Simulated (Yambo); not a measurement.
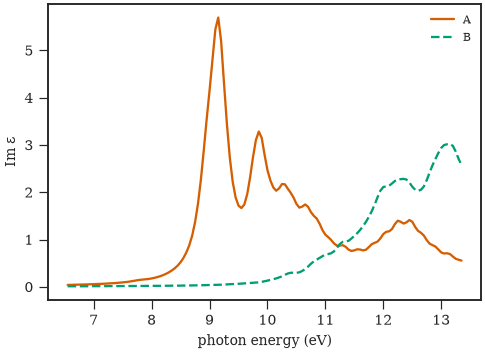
Two computed absorption spectra of SiO2 (α-cristobalite, space group P4_32_12, No. 96) (Yambo, PBEsol bands with the same scissor, field along x)

Axes are Cartesian, with cell vectors (Å) (4.98, 0.00, 0.00), (0.00, 4.98, 0.00), (0.00, 0.00, 6.90).

Which curve includes the electron-hole attraction (BSE)?

Curve A: the attraction moves weight to lower energy (centre of the plotted range 10.3 eV against 12.2 eV). Settings: 4×4×4 mesh, 16 valence and 8 conduction bands, static screening with 95 bands and a 3 Ry block, scissor 2.91 eV, Tamm-Dancoff. The scissor comes from a G0W0 run whose convergence isn't established. Broadening 0.15 eV. The band window holds all transitions up to 13.4 eV. On this mesh the peak heights and the fine structure are mesh artefacts; only the shift of weight is robust.

Geometry of the Materials Project entry, not relaxed at this level; primitive cell a = b = 4.9756 Å, c = 6.9009 Å, α = β = γ = 90.00°.

This is not the ordinary phase of the substance.
